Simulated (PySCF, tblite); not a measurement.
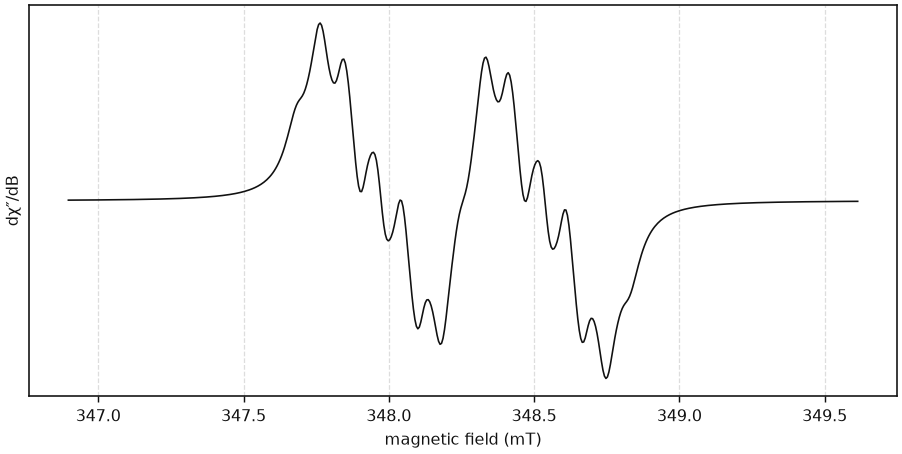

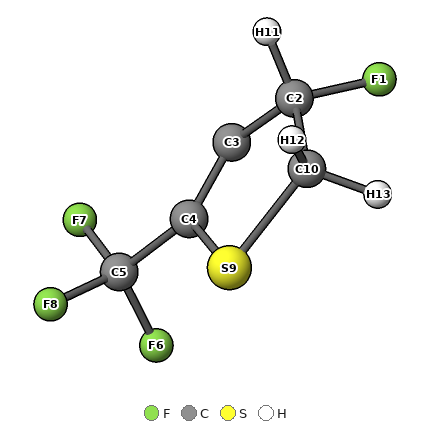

First-order isotropic EPR spectrum (fast tumbling, first derivative) of C₅H₃F₄S, SMILES F[C@H]1[C]=C(C(F)(F)F)SC1, doublet at 9.75 GHz, Lorentzian lines of 0.10 mT full width at half height, from computed g and hyperfine couplings (B3LYP/pcH-1 with PySCF 2.14.0, at a GFN2-xTB geometry (a minimum by its frequencies), gas phase); values of one conformer, averaged over methyl-type rotors alone; no vibrational averaging; dilute isotopes left out. The SMILES is one Lewis form and needn't show where the spin sits.

Which couplings does the calculation give? The spectrum shows the sizes of those above the line width, not their signs.

Answer.
```csv
nuclei,isotope,a (mT),a (MHz)
H11,¹H,0.57,15.9
H13,¹H,0.20,5.5
"F6, F7, F8",¹⁹F,−0.08,−2.2
H12,¹H,−0.07,−2.0
F1,¹⁹F,0.04,1.1
```

What is the g value, and how wide is the spectrum?

Answer. g_iso = 2.0003, which centres the spectrum at 348.3 mT; it spans 1.1 mT.

Note: the tight-binding geometry is rougher than a DFT one and adds to the error.
